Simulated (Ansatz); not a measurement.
# BClH2 (SMILES BCl): what the fields show

```xyz
4

B    -0.1167    0.0217   -0.0753
Cl    1.3650   -0.3953    0.7212
H    -1.1062   -0.5595    0.2404
H    -0.0866    0.8728   -0.9066
```

Geometry: PBE0-D4/def2-TZVP.

Theory: isolated molecule in a Gaussian basis; Hartree-Fock in Ansatz 0.2.0.

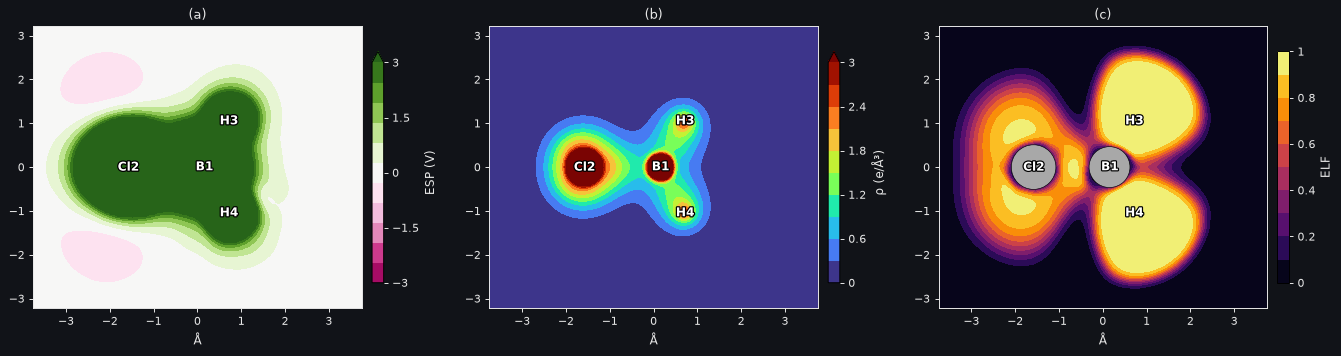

Figure 1. (a) electrostatic potential; (b) electron density; (c) ELF on the molecular plane. Grey discs cover the atomic cores in the ELF map.

### Read the bonding off the picture.

The plane passes through B, Cl and H nuclei. B–Cl (1.73 Å): the density is about 1.5 e/Å³ at the midpoint; the ELF peaks at about 0.90 between the atoms (a polar covalent bond). B–H (1.19 Å): the density is about 1.3 e/Å³ at the midpoint; the ELF climbs to about 1 towards the hydrogen, as it does in any bond to H (an ordinary covalent bond to hydrogen). The ELF also peaks beside Cl2, away from the bonds: lone-pair regions. Outside the dense part of the molecule the potential is most negative (−0.5 V) near Cl2.

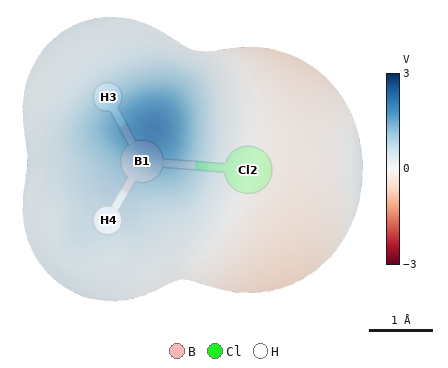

Figure 2. The electrostatic potential painted on the density surface at 0.002 e/bohr³, seen at a tilt; red is negative and blue positive.

### Which sites attract a positive test charge, and which a negative one?

A positive charge is drawn to the negative regions and a negative charge to the positive ones. The most negative region (about −0.5 V) lies over Cl2, the most positive (about +2.2 V) over B1. Cl2 shows a σ-hole: about +0.3 V at the tip opposite its bond, against about −0.3 V on its flanks.

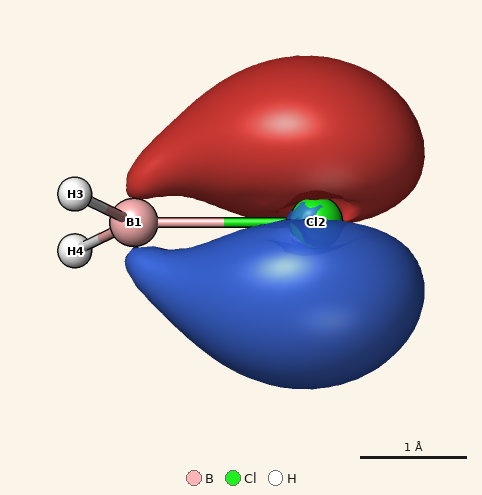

Figure 3. The HOMO−1 at ±0.15 Å⁻³ᐟ² (red and blue are the two phases), seen from one side.

### What is the character of this orbital?

Its weight (Hirshfeld) is mainly on Cl2 (about 85 %) and B1 (about 10 %); it changes sign across the molecular plane (π type). Its energy is −13.17 eV.
